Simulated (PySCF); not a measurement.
SMILES [CH2]COCC, doublet at its CAM-B3LYP/def2-SVP optimised geometry (Å):

```
14

C     -0.3120     0.7167     0.0000
C      0.2024    -0.6785     0.0000
O     -0.2922    -1.4891     1.0328
C      0.3643    -1.3964     2.2735
C     -0.0716    -0.2194     3.1318
H     -1.3129     0.9168     0.3888
H      0.1909     1.4891    -0.5869
H      1.3129    -0.6785     0.0000
H     -0.0943    -1.1820    -0.9434
H      1.4613    -1.3668     2.1178
H      0.1411    -2.3375     2.8003
H      0.1981     0.7432     2.6736
H      0.4093    -0.2735     4.1210
H     -1.1620    -0.2352     3.2770
```

Calculation: unrestricted CAM-B3LYP/def2-TZVP (PySCF). Cells within 0.4 Å of a nucleus heavier than hydrogen are left out (blank, or x).

Map of the electrostatic potential (hartree/e), clipped to [-0.08, 0.12] on the plane z = 0.0 Å:

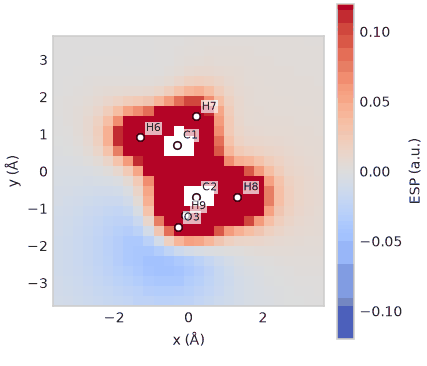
Electrostatic potential (hartree/e), clipped to [-0.08, 0.12] on the plane z = 0.0 Å.
